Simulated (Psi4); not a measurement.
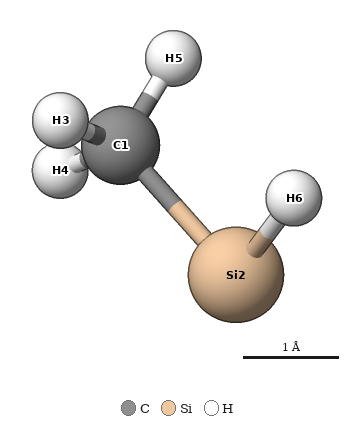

**Figure 1.** The input geometry (ball-and-stick view, seen at a tilt; atoms are numbered from 1 in the order of the input).

## Run report: CH$_{4}$Si, single-point calculation

- system: CH$_{4}$Si, SMILES C[SiH]
- method: wB97X-3c/vDZP, RKS, core potentials vDZP, ddCOSMO solvent n-heptane (Psi4 1.11)

The geometry comes from this level: PBE0-D4/def2-TZVP.

**The program's output**
```
PCM or DDX continuum solvation does not make use of molecular symmetry: further calculations in C1 point group.

   => Loading Basis Set <=

    Name: VDZP
    Role: ORBITAL
    Keyword: BASIS

    !!!  WARNING: ECP capability is in beta. Please check occupations closely.  !!!

   => WB97X3C: Empirical Dispersion <=

        a1 =       0.246400
        a2 =       4.737000
       alp =      16.000000
        s6 =       1.000000
        s8 =       0.000000
        s9 =       1.000000
        ga =       3.000000
        gc =       2.000000
        wf =       6.000000

         ---------------------------------------------------------
                                   SCF
                              RKS Reference
                        1 Threads,   1525 MiB Core
         ---------------------------------------------------------

  ==> Geometry <==

    Molecular point group: c1
    Full point group: C1

    Geometry (in Angstrom), charge = 0, multiplicity = 1:

       Center              X                  Y                   Z               Mass
    ------------   -----------------  -----------------  -----------------  -----------------
         C           -0.632287654691    -0.403154013317    -0.965575524867    12.000000000000
         SI           0.378512345309     0.172645986683     0.527024475133    27.976926534650
         H           -1.695687654691    -0.447254013317    -0.697475524867     1.007825032230
         H           -0.323787654691    -1.372754013317    -1.358275524867     1.007825032230
         H           -0.562787654691     0.344845986683    -1.766075524867     1.007825032230
         H           -0.396587654691     1.482845986683     0.688724475133     1.007825032230

  Running in c1 symmetry.

  Rotational constants: A =      3.11498  B =      0.41558  C =      0.39296 [cm^-1]
  Rotational constants: A =  93384.65123  B =  12458.69109  C =  11780.53198 [MHz]
  Nuclear repulsion =   16.469757595596871

  Charge       = 0
  Multiplicity = 1
  Electrons    = 12
  Nalpha       = 6
  Nbeta        = 6

  ==> Algorithm <==

  SCF Algorithm Type is DF.
  DIIS enabled.
  MOM disabled.
  Fractional occupation disabled.
  Guess Type is SAD.
  Energy threshold   = 1.00e-06
  Density threshold  = 1.00e-06
  Integral threshold = 1.00e-12

  ==> Primary Basis <==

  Basis Set: VDZP
    Blend: VDZP
    Number of shells: 22
    Number of basis functions: 46
    Number of Cartesian functions: 48
    Spherical Harmonics?: true
    Max angular momentum: 2

  Core potential: VDZP
    Number of shells: 8
    Number of ECP primitives: 8
    Number of ECP core electrons: 12
    Max angular momentum: 3

  ==> DFT Potential <==

   => LibXC <=

    Version 7.1.2

   => Composite Functional: WB97X3C <=

    Deriv               =              1
    GGA                 =           TRUE
    Meta                =          FALSE

    Exchange Hybrid     =           TRUE
    MP2 Hybrid          =          FALSE

   => Exchange-Correlation Functionals <=

    1.0000   wB97X-V range-separated functional

   => Exact (HF) Exchange <=

    0.8330            HF,LR [omega = 0.3000]
    0.1670               HF

   => LibXC Density Thresholds  <==

    XC_HYB_GGA_XC_WB97X_V:  1.00E-14

   => Molecular Quadrature <=

    Radial Scheme          =       TREUTLER
    Pruning Scheme         =           NONE
    Nuclear Scheme         =       TREUTLER

    Blocking Scheme        =         OCTREE
    BS radius alpha        =              1
    Pruning alpha          =              1
    Radial Points          =             75
    Spherical Points       =            302
    Total Points           =         131357
    Total Blocks           =           1051
    Max Points             =            256
    Max Functions          =             46
    Weights Tolerance      =       1.00E-15

   => Loading Basis Set <=

    Name: (VDZP AUX)
    Role: JKFIT
    Keyword: DF_BASIS_SCF

  +----------------------------------------------------------------+
  |                                                                |
  |                        888      888 Y8b    d8Y                 |
  |                        888      888  Y8b  d8Y                  |
  |                        888      888   Y8888Y                   |
  |                    .d88888  .d88888    Y88Y                    |
  |                   d88  888 d88  888    d88b                    |
  |                   888  888 888  888   d8888b                   |
  |                   Y88b 888 Y88b 888  d8Y  Y8b                  |
  |                     Y88888   Y88888 d8Y    Y8b                 |
  |                                                                |
  |                              |
  |                         Version: 0.7.0                         |
  |                                                                |
  +----------------------------------------------------------------+
    enable_fmm              = True
    eta                     = 0.1
    fmm_local_lmax          = 6
    fmm_multipole_lmax      = 9
    incore                  = False
    jacobi_n_diis           = 20
    lmax                    = 9
    logfile                 =
    maxiter                 = 100
    n_lebedev               = 302
    n_proc                  = 1
    shift                   = -1.0
    solvent_kappa           = 0.0
    solvent_epsilon         = 1.9113
    solvent_epsilon_optical = 1.918
    tol                     = 1e-08

    DDX numerical integration setup:

    dft_block_scheme     = ATOMIC
    dft_nuclear_scheme   = BECKE
    dft_pruning_scheme   = ROBUST
    dft_radial_points    = 35
    dft_radial_scheme    = BECKE
    dft_spherical_points = 110

    Cavity sphere setup (in Angstrom):

    Charge       X            Y            Z          Radius
    ------   ----------   ----------   ----------   ----------
      4.00    -0.632288    -0.403154    -0.965576     2.040000
      4.00     0.378512     0.172646     0.527024     2.520000
      1.00    -1.695688    -0.447254    -0.697476     1.440000
      1.00    -0.323788    -1.372754    -1.358276     1.440000
      1.00    -0.562788     0.344846    -1.766076     1.440000
      1.00    -0.396588     1.482846     0.688724     1.440000

    Cavity sphere setup (in Bohr):

    Charge       X            Y            Z          Radius
    ------   ----------   ----------   ----------   ----------
      4.00    -1.194850    -0.761851    -1.824673     3.855041
      4.00     0.715285     0.326254     0.995932     4.762110
      1.00    -3.204385    -0.845188    -1.318038     2.721206
      1.00    -0.611870    -2.594129    -2.566769     2.721206
      1.00    -1.063515     0.651664    -3.337399     2.721206
      1.00    -0.749442     2.802173     1.301501     2.721206

  ==> Integral Setup <==

  DFHelper Memory: AOs need 0.014 GiB; user supplied 0.940 GiB.
  SCF_SUBTYPE=INCORE selected. In-core MEM_DF algorithm will be used.
  Using in-core AOs.

  ==> MemDFJK: Density-Fitted J/K Matrices <==

    J tasked:                   Yes
    K tasked:                   Yes
    wK tasked:                  Yes
    Omega:                3.000E-01
    Memory [MiB]:               962
    Algorithm:                 Core
    Schwarz Cutoff:           1E-12
    Mask sparsity (%):       0.0000
    Fitting Condition:        1E-10

   => Auxiliary Basis Set <=

  Basis Set: (VDZP AUX)
    Blend: DEF2-UNIVERSAL-JKFIT
    Number of shells: 87
    Number of basis functions: 275
    Number of Cartesian functions: 324
    Spherical Harmonics?: true
    Max angular momentum: 4

  Cached 100.0% of DFT collocation blocks in 0.178 [GiB].

  Minimum eigenvalue in the overlap matrix is 7.7673124654E-03.
  Reciprocal condition number of the overlap matrix is 1.2368523609E-03.
    Using symmetric orthogonalization.

  ==> Pre-Iterations <==

  SCF Guess: Superposition of Atomic Densities via on-the-fly atomic UHF (no occupation information).

   -------------------------
    Irrep   Nso     Nmo
   -------------------------
     A         46      46
   -------------------------
    Total      46      46
   -------------------------

  ==> Iterations <==

                           Total Energy        Delta E     RMS |[F,P]|

   @DF-RKS iter SAD:   -11.25914128288192   -1.12591e+01   0.00000e+00
   @DF-RKS iter   1:   -11.77004682643837   -5.10906e-01   1.21069e-02 DIIS/ADIIS
   @DF-RKS iter   2:   -11.85514383684186   -8.50970e-02   8.66415e-03 DIIS/ADIIS
   @DF-RKS iter   3:   -11.94970535664462   -9.45615e-02   5.07148e-04 DIIS/ADIIS
   @DF-RKS iter   4:   -11.95043053496084   -7.25178e-04   7.67807e-05 DIIS
   @DF-RKS iter   5:   -11.95046322323718   -3.26883e-05   2.33607e-05 DIIS
   @DF-RKS iter   6:   -11.95046638202401   -3.15879e-06   6.12053e-06 DIIS
   @DF-RKS iter   7:   -11.95046663012817   -2.48104e-07   1.62818e-06 DIIS
   @DF-RKS iter   8:   -11.95046665407535   -2.39472e-08   6.19429e-07 DIIS
  Energy and wave function converged.

  ==> Post-Iterations <==

   Electrons on quadrature grid:
      Ntotal   =   12.0000192020 ; deviation = 1.920e-05

    Orbital Energies [Eh]
    ---------------------

    Doubly Occupied:

       1A     -0.834761     2A     -0.597351     3A     -0.519326
       4A     -0.513140     5A     -0.413902     6A     -0.318123

    Virtual:

       7A     -0.016277     8A      0.081536     9A      0.132058
      10A      0.138932    11A      0.149753    12A      0.156930
      13A      0.244652    14A      0.266464    15A      0.322252
      16A      0.372866    17A      0.389291    18A      0.423450
      19A      0.477023    20A      0.489136    21A      0.569451
      22A      0.574509    23A      0.588899    24A      0.597945
      25A      0.648183    26A      0.769437    27A      0.889260
      28A      0.931805    29A      0.953782    30A      1.030872
      31A      1.192053    32A      1.239462    33A      1.306834
      34A      1.619817    35A      1.650029    36A      1.772855
      37A      1.794857    38A      1.823213    39A      1.900187
      40A      2.264799    41A      2.293592    42A      2.401738
      43A      2.457051    44A      2.660558    45A      2.666330
      46A      3.558694

    Final Occupation by Irrep:
              A
    DOCC [     6 ]
    NA   [     6 ]
    NB   [     6 ]

  @DF-RKS Final Energy:   -11.95046665407535

   => Energetics <=

    Nuclear Repulsion Energy =             16.4697575955968709
    One-Electron Energy =                 -49.1513065484634240
    Two-Electron Energy =                  22.9574638935908730
    DFT Exchange-Correlation Energy =      -2.2212378231130119
    Empirical Dispersion Energy =          -0.0037332349357619
    VV10 Nonlocal Energy =                  0.0000000000000000
    DD Solvation Energy =                 -0.0014105367509042
    Total Energy =                        -11.9504666540753544

Computation Completed

Properties will be evaluated at   0.000000,   0.000000,   0.000000 [a0]

Properties computed using the SCF density matrix

 Multipole Moments:

 ------------------------------------------------------------------------------------
     Multipole            Electronic (a.u.)      Nuclear  (a.u.)        Total (a.u.)
 ------------------------------------------------------------------------------------

 L = 1.  Multiply by 2.5417464519 to convert [e a0] to [Debye]
 Dipole X            :          7.2079383           -7.5474752           -0.3395368
 Dipole Y            :          1.6927968           -1.7278676           -0.0350708
 Dipole Z            :          8.8520197           -9.2356704           -0.3836507
 Magnitude           :                                                    0.5135203

 ------------------------------------------------------------------------------------

	total time  =          5 seconds =       0.08 minutes
```

**Standard output**
```
wb97x-3c energy: -11.9504666541 Eh
CURRENT ENERGY                                    -11.9504666541
CURRENT REFERENCE ENERGY                          -11.9504666541
DD SOLVATION ENERGY                                -0.0014105368
DFT FUNCTIONAL TOTAL ENERGY                       -11.9453228824
DFT TOTAL ENERGY                                  -11.9490561173
DFT VV10 ENERGY                                     0.0000000000
DFT XC ENERGY                                      -2.2212378231
DISPERSION CORRECTION ENERGY                       -0.0037332349
GRID ELECTRONS ALPHA                                6.0000096010
GRID ELECTRONS BETA                                 6.0000096010
GRID ELECTRONS TOTAL                               12.0000192020
NUCLEAR REPULSION ENERGY                           16.4697575956
ONE-ELECTRON ENERGY                               -49.1513065485
PCM POLARIZATION ENERGY                             0.0000000000
PE ENERGY                                           0.0000000000
SCF ITERATION ENERGY                              -11.9504666541
SCF ITERATIONS                                      8.0000000000
SCF TOTAL ENERGY                                  -11.9504666541
TWO-ELECTRON ENERGY                                22.9574638936
WB97X3C DISPERSION CORRECTION ENERGY               -0.0037332349
XC GRID RADIAL POINTS                              75.0000000000
XC GRID SPHERICAL POINTS                          302.0000000000
XC GRID TOTAL POINTS                           131357.0000000000
```

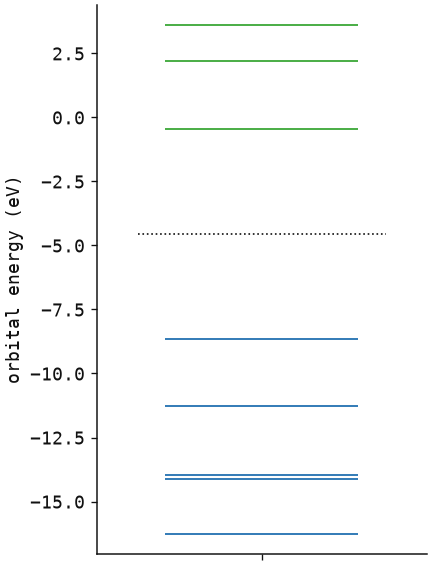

**Figure 2.** Orbital energies near the frontier; the dotted line parts filled from empty levels, and levels within 0.02 eV of each other stand side by side. Highest filled −8.66 eV, lowest empty −0.44 eV, 8.22 eV apart.

This output came from the following input.

**Input (run.py)**
```python
import psi4

psi4.set_memory(1600000000)
psi4.set_num_threads(1)
psi4.core.set_output_file('run.log', False)

mol = psi4.geometry("""
C     -0.093500    -0.366000    -0.370300
Si     0.917300     0.209800     1.122300
H     -1.156900    -0.410100    -0.102200
H      0.215000    -1.335600    -0.763000
H     -0.024000     0.382000    -1.170800
H      0.142200     1.520000     1.284000
units angstrom
symmetry c1
""")

psi4.set_options(dict(ddx=True, ddx_model='cosmo', ddx_solvent='heptane', ddx_radii_set='bondi'))

e = psi4.energy('wb97x-3c')
print(f'wb97x-3c energy: {e:.10f} Eh')
for k, v in sorted(psi4.core.scalar_variables().items()):
    print(f'{k:45s} {v:18.10f}')
```

Launched with:
```bash
python run.py
```

**Results in brief**

```json
{"quantity": "outcome", "value": "converged"}
{"quantity": "total energy", "value": "−11.950467 hartree"}
{"quantity": "dispersion energy", "value": "−0.003733 hartree"}
{"quantity": "solvation energy", "value": "−0.001411 hartree"}
{"quantity": "basis functions", "value": "46"}
{"quantity": "HOMO", "value": "−8.66 eV"}
{"quantity": "LUMO", "value": "−0.44 eV"}
{"quantity": "dipole moment", "value": "1.31 D"}
{"quantity": "hardware", "value": "1 thread of Intel Xeon (Granite Rapids), 16 GiB of memory available, shared host"}
{"quantity": "wall time", "value": "6.3 s"}
{"quantity": "peak memory", "value": "0.42 GiB"}
```
